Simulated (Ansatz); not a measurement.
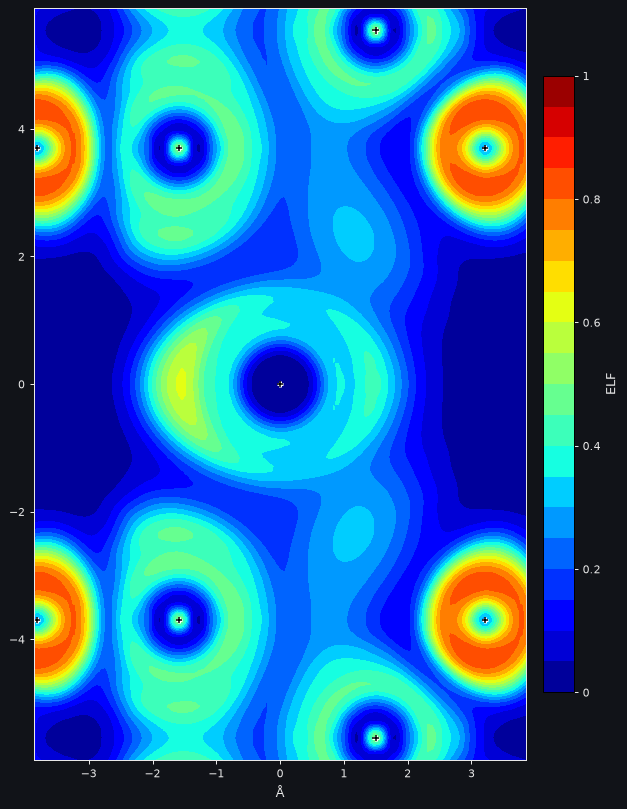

The ELF on a plane through atoms (crosses mark nuclei in the plane).

Method: DFT PBE, scalar-relativistic, plane waves, PAW in Ansatz 0.2.0.

Candidates:
A. ZrNb$_{2}$N$_{3}$, a = 3.00 Å, b = 3.00 Å, c = 24.24 Å, α = 90.00°, β = 90.00°, γ = 120.00°. Space group R-3m; a generated structure, not necessarily the stable one; changed on purpose from its base cell (volume × 0.94, shape and atoms relaxed); computed pressure about 20 GPa in this cell; computed without spin polarisation.
B. SnBi$_{5}$O$_{2}$, a = 6.40 Å, b = 6.40 Å, c = 7.02 Å, α = 90.00°, β = 90.00°, γ = 120.00°. Space group P6mm; a generated structure, not necessarily the stable one; computed without spin polarisation.
C. Hf$_{4}$N$_{2}$O, a = 4.59 Å, b = 4.59 Å, c = 4.46 Å, α = 90.00°, β = 90.00°, γ = 90.00°. Space group P4/mmm; a generated structure, not necessarily the stable one.

### Which system is this?

Candidate B: SnBi$_{5}$O$_{2}$ on the (110) plane of the conventional cell, which holds Sn, Bi and O. Bi–O (2.22 Å): the ELF peaks at about 0.80 in the valence shell of O, 0.6 Å from its nucleus, and drops to about 0.20 between the two atoms (no shared electron pair shows on this line). Bi–O (2.52 Å): the ELF is about 0.20 at the midpoint; no localised pair shows between them.
